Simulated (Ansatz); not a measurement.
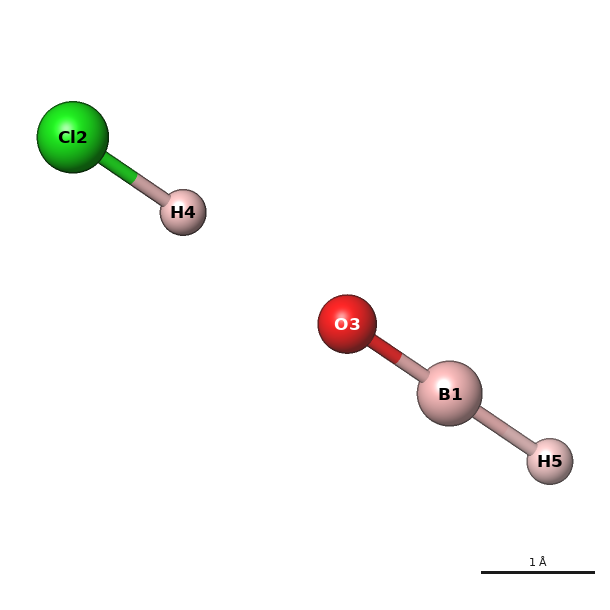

The computed structure is the end point of a PBE0-D4/def2-TZVP optimisation.

Find the hydrogen bonds (donors O, N, F, S or Cl) and give their geometry.

```csv
D–H···A,D–H (Å),H···A (Å),angle (°),kind
Cl2–H4···O3,1.29,1.92,180,intermolecular
```
